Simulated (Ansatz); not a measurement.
# SiGe₂ (singlet): the correlation ladder, cc-pVDZ

How much of the correlation energy of SiGe₂ (singlet) does each wave-function method recover here?

Program: Ansatz 0.2.0, Gaussian basis. Level of theory: cc-pVDZ, core rule «outside noble gas», up to 33 orbitals frozen. These are calculated values, not measurements.

The runs, in order: UHF; CCSD(T) on RHF; BCCD(T) on RHF; CISD; CCSDT(Q) on RHF; CCSDT(Q) on UHF; CASSCF and MRCISD+Q, 8 electrons in 8 orbitals; CASSCF and NEVPT2, 8 electrons in 8 orbitals.

32 further runs of the same task are left out: 22 that didn't finish, 10 set aside as unsound or not needed.

**1. The system**

The geometry is a PBE0/def2-TZVP stationary point (not a proven minimum) of the parent state, kept for this charge and spin. No spin-orbit coupling is included. The filled d shell of Ge may be among the frozen orbitals whatever the setting's name suggests; the logs give the count.

3 atoms, charge 0, spin multiplicity 1.

Atoms are counted from 1 here; the program's logs count them from 0.

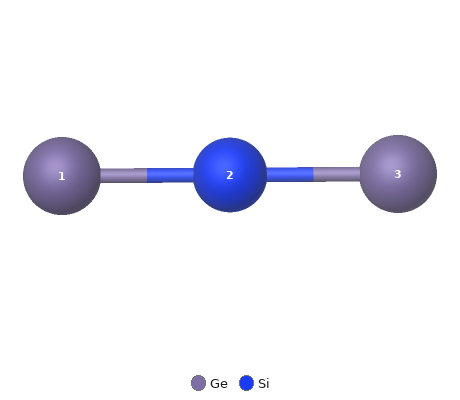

The structure; germanium purple, silicon blue; atoms are numbered from 1 in the order of the file.

In the tables R marks a restricted determinant and U an unrestricted one; 'frontier' is the active space of 8 electrons in 8 orbitals; energies count from the table's Hartree-Fock row.

**2. UHF**

The input, in.yaml:

```yaml
crystal:
  periodic: [false, false, false]
  atoms:
    - {symbol: Ge, position_ang: [0.000000, 0.000000, 2.289900]}
    - {symbol: Si, position_ang: [0.000000, 0.000000, 0.000000]}
    - {symbol: Ge, position_ang: [0.000000, 0.000000, -2.289900]}
basis:
  gaussian: {orbitals: cc-pVDZ}
magnetization: {spin_polarized: true, initial_magnetization: 0}
hamiltonian: {xc: hf}
output: {orbitals: {seedname: orbitals}}
```

On the command line:

```bash
$ ansatz run in.yaml --threads 1 --pin off --events-out ev --progress --plain --max-ram 2393MiB
```

Log:

```text
Functional definition: HF
  name "HF"
  cite "Fock, Z. Phys. 61, 126 (1930) doi:10.1007/BF01340294"
  parent pbe
  exchange = exact_x
  correlation = 0
843 factors; integrals over basis functions are off by at most 6.6e-4 eV
mean field evaluation 1: about -120804.0143 eV, gradient 8.3e0 eV
mean field evaluation 2: about -120804.0182 eV, gradient 8.3e0 eV
mean field evaluation 4: about -120804.8189 eV, gradient 1.3e0 eV
mean field evaluation 8: about -120804.8539 eV, gradient 7.2e-4 eV
mean field evaluation 16: about -120804.9869 eV, gradient 9.1e-1 eV
mean field evaluation 32: about -120805.6731 eV, gradient 5.5e-4 eV
mean field evaluation 64: about -120805.9832 eV, gradient 8.4e-3 eV
mean field evaluation 96: about -120805.4663 eV, gradient 2.1e0 eV
mean field evaluation 128: about -120805.3449 eV, gradient 2.5e0 eV
mean field evaluation 160: about -120800.8172 eV, gradient 7.2e0 eV
mean field evaluation 192: about -120805.9692 eV, gradient 5.2e-1 eV
mean field evaluation 224: about -120804.0143 eV, gradient 8.3e0 eV
mean field -120805.98322279 eV, -4439.5379982010 hartree, gradient 1.3e-5 eV, S^2 1.522622; 11 other end points of the search recorded, 0 dependent functions left out
reference -120805.98322279 eV, -4439.5379982010 hartree; 39, 39 occupied and 33, 33 virtual orbitals, 843 factors
Total energy: -120805.98322279 eV, -4439.5379982010 hartree
```

It took 25 s on 1 thread of Arm Neoverse V1, shared host.

From the report: ⟨S²⟩ of the determinant 1.523 (pure singlet: 0.00). The determinant is far from a pure spin state, so its energy mixes those of several spin states (harmless only where they are near-degenerate, as at dissociation).

The unrestricted solution breaks the spin symmetry, so the restricted determinant is unstable here.

**3. CCSD(T) on RHF**

Edit in.yaml of step 2 so:

```diff
@@ -8,4 +8,3 @@
   gaussian: {orbitals: cc-pVDZ}
-magnetization: {spin_polarized: true, initial_magnetization: 0}
-hamiltonian: {xc: hf}
-output: {orbitals: {seedname: orbitals}}
+magnetization: {spin_polarized: false}
+correlation: {method: ccsd_t, electrons: outside_noble_gas}
```

Same command.

Log, shortened:

```text
Functional definition: HF
  name "HF"
  cite "Fock, Z. Phys. 61, 126 (1930) doi:10.1007/BF01340294"
  parent pbe
[...]
843 factors; integrals over basis functions are off by at most 6.6e-4 eV
[...]
mean field -120804.86415927 eV, -4439.4968733752 hartree, gradient 2.0e-6 eV, S^2 0.000000; 6 other end points of the search recorded, 0 dependent functions left out; unrestricted orbitals would lower it
determinant -120804.86415927 eV, -4439.4968733752 hartree, with singles and doubles -120812.52353748 eV, -4439.7783503329 hartree
determinant -120804.85386495 eV, -4439.4964950658 hartree, with singles and doubles -120812.50920505 eV, -4439.7778236258 hartree
determinant -120802.50897579 eV, -4439.4103219786 hartree, with singles and doubles -120809.33147079 eV, -4439.6610440456 hartree
determinant -120804.86415927 eV, -4439.4968733752 hartree, with singles and doubles -120812.52203763 eV, -4439.7782952142 hartree
determinant -120804.85386495 eV, -4439.4964950658 hartree, with singles and doubles -120812.50730341 eV, -4439.7777537416 hartree
[...]
33 core orbitals not correlated: weight in the atoms' cores, before any rotation towards them, 1.000 or more for the frozen orbitals, at most 0.000 for the correlated occupied ones
reference -120804.85386495 eV, -4439.4964950658 hartree; 6, 6 occupied and 33, 33 virtual orbitals, 843 factors
second order -7.35697867 eV of doubles, -0.00000000 eV of singles
cycle   1  -7.65344317 eV  change   -4.7e-6 eV  update   2.7e-6
perturbative correction -0.80290346 eV, -0.0295061580 hartree
Total energy: -120813.31021158 eV, -4439.8072600727 hartree
```

Wall time 12 s (1 thread of Arm Neoverse V1, shared host).

From the report: correlation -8.4563 eV; T1 0.037; largest double amplitude 0.15.

**4. BCCD(T) on RHF**

Edit in.yaml of step 3 so:

```diff
@@ -9,2 +9,2 @@
 magnetization: {spin_polarized: false}
-correlation: {method: ccsd_t, electrons: outside_noble_gas}
+correlation: {method: bccd_t, electrons: outside_noble_gas}
```

The command is unchanged.

Log, shortened:

```text
Functional definition: HF
  name "HF"
  cite "Fock, Z. Phys. 61, 126 (1930) doi:10.1007/BF01340294"
  parent pbe
[...]
843 factors; integrals over basis functions are off by at most 6.6e-4 eV
[...]
mean field -120804.86415927 eV, -4439.4968733752 hartree, gradient 2.0e-6 eV, S^2 0.000000; 6 other end points of the search recorded, 0 dependent functions left out; unrestricted orbitals would lower it
determinant -120804.86415927 eV, -4439.4968733752 hartree, with singles and doubles -120812.52353748 eV, -4439.7783503329 hartree
determinant -120804.85386495 eV, -4439.4964950658 hartree, with singles and doubles -120812.50920505 eV, -4439.7778236258 hartree
determinant -120802.50897579 eV, -4439.4103219786 hartree, with singles and doubles -120809.33147079 eV, -4439.6610440456 hartree
determinant -120804.86415927 eV, -4439.4968733752 hartree, with singles and doubles -120812.52203763 eV, -4439.7782952142 hartree
determinant -120804.85386495 eV, -4439.4964950658 hartree, with singles and doubles -120812.50730341 eV, -4439.7777537416 hartree
[...]
33 core orbitals not correlated: weight in the atoms' cores, before any rotation towards them, 1.000 or more for the frozen orbitals, at most 0.000 for the correlated occupied ones
reference -120804.85386495 eV, -4439.4964950658 hartree; 6, 6 occupied and 33, 33 virtual orbitals, 843 factors
second order -7.35697867 eV of doubles, -0.00000000 eV of singles
cycle   1  -7.54937312 eV  change    1.0e-1 eV  update   2.8e-2
[...]
cycle   9  -7.59872435 eV  change   -8.6e-6 eV  update   4.5e-6
perturbative correction -0.86318613 eV, -0.0317215051 hartree
Total energy: -120813.31577542 eV, -4439.8074645401 hartree
```

Run time: 13 s. Hardware: 1 thread of Arm Neoverse V1, shared host.

From the report: correlation -8.4619 eV; largest double amplitude 0.15.

**5. CISD**

Edit in.yaml of step 4 so:

```diff
@@ -8,3 +8,2 @@
   gaussian: {orbitals: cc-pVDZ}
-magnetization: {spin_polarized: false}
-correlation: {method: bccd_t, electrons: outside_noble_gas}
+correlation: {active_space: {ras: {orbitals: [6, 0, 33], electrons: 12, max_holes: 2, max_particles: 2}, fixed_orbitals: true}}
```

The command is unchanged.

Log:

```text
Functional definition: HF
  name "HF"
  cite "Fock, Z. Phys. 61, 126 (1930) doi:10.1007/BF01340294"
  parent pbe
  exchange = exact_x
  correlation = 0
843 factors; integrals over basis functions are off by at most 6.6e-4 eV
mean field evaluation 1: about -120804.0143 eV, gradient 1.2e1 eV
mean field evaluation 2: about -120804.0182 eV, gradient 1.2e1 eV
mean field evaluation 4: about -120804.8189 eV, gradient 1.9e0 eV
mean field evaluation 8: about -120804.8539 eV, gradient 8.0e-4 eV
mean field evaluation 16: about -120804.8640 eV, gradient 3.0e-2 eV
mean field evaluation 32: about -120804.4919 eV, gradient 7.4e0 eV
mean field -120804.86415927 eV, -4439.4968733752 hartree, gradient 2.0e-6 eV, S^2 0.000000; 4 other end points of the search recorded, 0 dependent functions left out
reference -120804.86415927 eV, -4439.4968733752 hartree; 39, 39 occupied and 33, 33 virtual orbitals, 843 factors
state -120811.40710803 eV, -4439.7373223072 hartree
Total energy: -120811.40710803 eV, -4439.7373223072 hartree
```

Wall time 6 s (1 thread of Arm Neoverse V1, shared host).

From the report: 13,919 determinants.

**6. CCSDT(Q) on RHF**

Edit in.yaml of step 5 so:

```diff
@@ -8,2 +8,3 @@
   gaussian: {orbitals: cc-pVDZ}
-correlation: {active_space: {ras: {orbitals: [6, 0, 33], electrons: 12, max_holes: 2, max_particles: 2}, fixed_orbitals: true}}
+magnetization: {spin_polarized: false}
+correlation: {method: ccsdt_q, electrons: outside_noble_gas}
```

The command is unchanged.

Log, shortened:

```text
Functional definition: HF
  name "HF"
  cite "Fock, Z. Phys. 61, 126 (1930) doi:10.1007/BF01340294"
  parent pbe
[...]
1394 factors; integrals over basis functions are off by at most 1.3e-7 eV
[...]
mean field -120804.86422866 eV, -4439.4968759254 hartree, gradient 1.8e-6 eV, S^2 0.000000; 7 other end points of the search recorded, 0 dependent functions left out; unrestricted orbitals would lower it
determinant -120804.86422866 eV, -4439.4968759254 hartree, with singles and doubles -120812.52360474 eV, -4439.7783528044 hartree
determinant -120804.85393554 eV, -4439.4964976599 hartree, with singles and doubles -120812.50927165 eV, -4439.7778260732 hartree
determinant -120802.50902824 eV, -4439.4103239061 hartree, with singles and doubles -120809.33154210 eV, -4439.6610466661 hartree
determinant -120804.86422866 eV, -4439.4968759254 hartree, with singles and doubles -120812.52210539 eV, -4439.7782977044 hartree
determinant -120804.85393554 eV, -4439.4964976599 hartree, with singles and doubles -120812.50736994 eV, -4439.7777561868 hartree
33 core orbitals not correlated: weight in the atoms' cores, before any rotation towards them, 1.000 or more for the frozen orbitals, at most 0.000 for the correlated occupied ones
reference -120804.85393554 eV, -4439.4964976599 hartree; 6, 6 occupied and 33, 33 virtual orbitals, 1394 factors
second order -7.35698675 eV of doubles, -0.00000000 eV of singles
cycle   1  -6.96362064 eV  change    3.9e-1 eV  update   2.6e-1
[...]
cycle  20  -8.45175677 eV  change    1.2e-6 eV  update   4.7e-7
perturbative correction -0.15032589 eV, -0.0055243747 hartree
Total energy: -120813.45601820 eV, -4439.8126183672 hartree
```

Run time: 29 s. Hardware: 1 thread of Arm Neoverse V1, shared host.

From the report: correlation -8.6021 eV; T1 0.042; largest double amplitude 0.20.

**7. CCSDT(Q) on UHF**

Edit in.yaml of step 6 so:

```diff
@@ -8,3 +8,3 @@
   gaussian: {orbitals: cc-pVDZ}
-magnetization: {spin_polarized: false}
+magnetization: {spin_polarized: true, initial_magnetization: 0}
 correlation: {method: ccsdt_q, electrons: outside_noble_gas}
```

Same command.

Log, shortened:

```text
Functional definition: HF
  name "HF"
  cite "Fock, Z. Phys. 61, 126 (1930) doi:10.1007/BF01340294"
  parent pbe
[...]
1394 factors; integrals over basis functions are off by at most 1.3e-7 eV
[...]
mean field -120805.98330617 eV, -4439.5380012651 hartree, gradient 2.3e-6 eV, S^2 1.522627; 32 other end points of the search recorded, 0 dependent functions left out
determinant -120805.98330617 eV, -4439.5380012651 hartree, with singles and doubles -120812.58070083 eV, -4439.7804510471 hartree
determinant -120805.67317622 eV, -4439.5266041997 hartree, with singles and doubles -120812.40845429 eV, -4439.7741211036 hartree
determinant -120805.52582302 eV, -4439.5211890695 hartree, with singles and doubles -120812.50011211 eV, -4439.7774894664 hartree
determinant -120805.47056964 eV, -4439.5191585453 hartree, with singles and doubles -120811.72177225 eV, -4439.7488860041 hartree
[...]
determinant -120805.47630310 eV, -4439.5193692460 hartree, with singles and doubles -120812.50269384 eV, -4439.7775843429 hartree
determinant -120804.86422866 eV, -4439.4968759254 hartree, with singles and doubles -120812.52106567 eV, -4439.7782594953 hartree
determinant -120804.85393554 eV, -4439.4964976599 hartree, with singles and doubles -120812.50931702 eV, -4439.7778277404 hartree
33 core orbitals not correlated: weight in the atoms' cores, before any rotation towards them, 1.000 or more for the frozen orbitals, at most 0.000 for the correlated occupied ones
reference -120805.98330617 eV, -4439.5380012651 hartree; 6, 6 occupied and 33, 33 virtual orbitals, 1394 factors
second order -5.40706978 eV of doubles, -0.00000000 eV of singles
cycle   1  -6.02925611 eV  change   -6.2e-1 eV  update   1.4e-1
[...]
cycle  27  -7.31806784 eV  change    1.1e-7 eV  update   5.3e-7
perturbative correction -0.16393279 eV, -0.0060244191 hartree
Total energy: -120813.46530680 eV, -4439.8129597171 hartree
```

Wall time 4.9 min (1 thread of Arm Neoverse V1, shared host); peak memory 0.47 GiB.

From the report: ⟨S²⟩ of the determinant 1.523 (pure singlet: 0.00); correlation -7.4820 eV; T1 0.134; largest double amplitude 0.21. The determinant is far from a pure spin state, so its energy mixes those of several spin states (harmless only where they are near-degenerate, as at dissociation).

**8. CASSCF and MRCISD+Q, 8 electrons in 8 orbitals**

Edit in.yaml of step 7 so:

```diff
@@ -8,3 +8,2 @@
   gaussian: {orbitals: cc-pVDZ}
-magnetization: {spin_polarized: true, initial_magnetization: 0}
-correlation: {method: ccsdt_q, electrons: outside_noble_gas}
+correlation: {method: fic_mrcisd_q, electrons: outside_noble_gas, active_space: {window: {electrons: 8, orbitals: 8}}}
```

Same command.

Log, shortened:

```text
Functional definition: HF
  name "HF"
  cite "Fock, Z. Phys. 61, 126 (1930) doi:10.1007/BF01340294"
  parent pbe
[...]
843 factors; integrals over basis functions are off by at most 6.6e-4 eV
[...]
mean field -120804.86415927 eV, -4439.4968733752 hartree, gradient 2.0e-6 eV, S^2 0.000000; 4 other end points of the search recorded, 0 dependent functions left out; unrestricted orbitals would lower it
reference -120804.85386495 eV, -4439.4964950658 hartree; 39, 39 occupied and 33, 33 virtual orbitals, 843 factors
state -120807.51640957 eV, -4439.5943417761 hartree
contracted CI cycle   1: correlation 0.00000000 eV, 0.0000000000 hartree, residual 1.42e1 eV
contracted CI cycle   2: correlation -4.73726010 eV, -0.1740910976 hartree, residual 3.45e0 eV
contracted CI cycle   3: correlation -5.04926409 eV, -0.1855570329 hartree, residual 9.93e-1 eV
[...]
contracted CI cycle   2: correlation -4.85745695 eV, -0.1785082505 hartree, residual 3.14e0 eV
contracted CI cycle   3: correlation -5.10601830 eV, -0.1876427117 hartree, residual 8.59e-1 eV
contracted CI cycle   4: correlation -5.12489762 eV, -0.1883365137 hartree, residual 2.83e-1 eV
contracted CI cycle   5: correlation -5.12703739 eV, -0.1884151489 hartree, residual 1.03e-1 eV
contracted CI cycle   6: correlation -5.12733126 eV, -0.1884259483 hartree, residual 3.61e-2 eV
contracted CI cycle   7: correlation -5.12736615 eV, -0.1884272307 hartree, residual 1.25e-2 eV
contracted CI cycle   8: correlation -5.12737059 eV, -0.1884273936 hartree, residual 4.72e-3 eV
contracted CI cycle   9: correlation -5.12737119 eV, -0.1884274157 hartree, residual 1.72e-3 eV
state -120807.45340135 eV, -4439.5920262666 hartree; corrected -120813.32231624 eV, -4439.8077049106 hartree
state -120807.51640957 eV, -4439.5943417761 hartree; corrected -120813.32974808 eV, -4439.8079780257 hartree
Total energy: -120813.32974808 eV, -4439.8079780257 hartree
```

Wall time 45 s (1 thread of Arm Neoverse V1, shared host).

From the report: 634 determinants; active occupations 1.98, 1.95, 1.84, 1.82, 0.16, 0.15, 0.06, 0.04.

**9. CASSCF and NEVPT2, 8 electrons in 8 orbitals**

Edit in.yaml of step 8 so:

```diff
@@ -8,2 +8,2 @@
   gaussian: {orbitals: cc-pVDZ}
-correlation: {method: fic_mrcisd_q, electrons: outside_noble_gas, active_space: {window: {electrons: 8, orbitals: 8}}}
+correlation: {method: sc_nevpt2, electrons: outside_noble_gas, active_space: {window: {electrons: 8, orbitals: 8}}}
```

Launched as before.

Log, shortened:

```text
Functional definition: HF
  name "HF"
  cite "Fock, Z. Phys. 61, 126 (1930) doi:10.1007/BF01340294"
  parent pbe
[...]
843 factors; integrals over basis functions are off by at most 6.6e-4 eV
[...]
mean field -120804.86415927 eV, -4439.4968733752 hartree, gradient 2.0e-6 eV, S^2 0.000000; 4 other end points of the search recorded, 0 dependent functions left out; unrestricted orbitals would lower it
reference -120804.85386495 eV, -4439.4964950658 hartree; 39, 39 occupied and 33, 33 virtual orbitals, 843 factors
state -120807.51640957 eV, -4439.5943417761 hartree
state -120807.51640957 eV, -4439.5943417761 hartree; corrected -120812.07210139 eV, -4439.7617603623 hartree
state -120807.45340135 eV, -4439.5920262666 hartree
state -120807.45340135 eV, -4439.5920262666 hartree; corrected -120812.27946653 eV, -4439.7693808910 hartree
state -120807.45340135 eV, -4439.5920262666 hartree; corrected -120812.27946653 eV, -4439.7693808910 hartree
the orbitals are reached from a further start. From the first start the search ends at -120807.51635546 eV, -4439.5943397875 hartree
WARN: the results are in doubt because another end's mean lies 0.063 eV lower, and its corrected mean 0.207 eV higher
Total energy: -120812.27946653 eV, -4439.7693808910 hartree
In doubt: another end's mean lies 0.063 eV lower, and its corrected mean 0.207 eV higher
```

Wall time 42 s (1 thread of Arm Neoverse V1, shared host).

From the report: 634 determinants; active occupations 1.97, 1.97, 1.79, 1.79, 0.19, 0.19, 0.05, 0.05. The program marks this result as in doubt; its last lines say why.

**10. The ladder**

No level here is safe as a reference; RCCSDT(Q) serves as a yardstick only. Rows without a time come out of other runs: HF, MP2 and CCSD of CCSD(T), CCSDT of CCSDT(Q), CASSCF and MRCISD of the multireference runs.

Differences are taken before rounding.

```csv
method,energy from the lowest RHF (meV),from RCCSDT(Q) (meV),time
RHF,0.0,+8591.9,
RMP2,-7346.7,+1245.2,
CISD,-6542.9,+2048.9,6 s
RCCSD,-7643.1,+948.7,
RCCSD(T),-8446.1,+145.8,12 s
BCCD(T),-8451.6,+140.2,13 s
RCCSDT,-8441.5,+150.3,
RCCSDT(Q),-8591.9,0,29 s
CASSCF frontier,-2652.3,+5939.6,
MRCISD frontier,-7731.4,+860.5,
MRCISD+Q frontier,-8465.6,+126.3,45 s
```

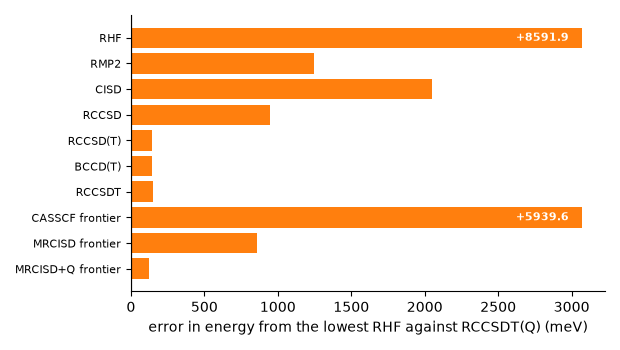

How far each level lands from RCCSDT(Q). Bars with a number in them are cut short.

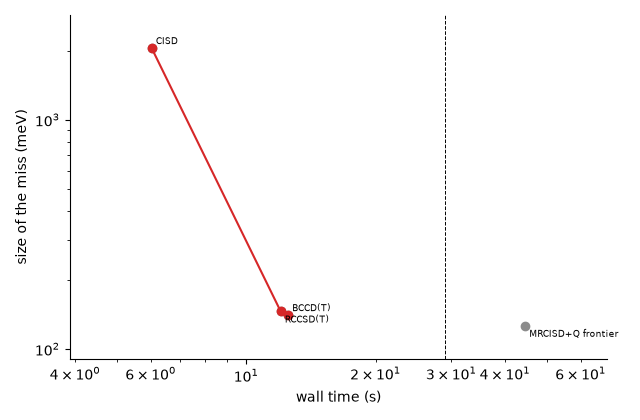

Miss against cost. Red marks the levels that no quicker level drawn beats (of those quicker than the yardstick), and the dashed line is the time of RCCSDT(Q). Times are from a shared host.

Not comparable, so not listed: CCSDT(Q) on UHF; CASSCF and NEVPT2, 8 electrons in 8 orbitals (they don't share determinant, frozen orbitals or solution with the rows shown, or repeat one).

**11. What came out**

| quantity | value |
| --- | --- |
| RCCSDT(Q) below the RHF energy | -8.5919 eV |
| RMP2 from RCCSDT(Q) | +1245.2 meV |
| RCCSD from RCCSDT(Q) | +948.7 meV |
| RCCSD(T) from RCCSDT(Q) | +145.8 meV |
| MRCISD+Q frontier from RCCSDT(Q) | +126.3 meV |
| T1 diagnostic | 0.037 |

RCCSD(T) lands +145.8 meV from the yardstick (1.7 % of the correlation energy). Coupled cluster took another determinant than the lowest Hartree-Fock one. Warnings: restricted reference is unstable; spin contamination; coupled cluster took another determinant than the lowest; large T1 diagnostic.
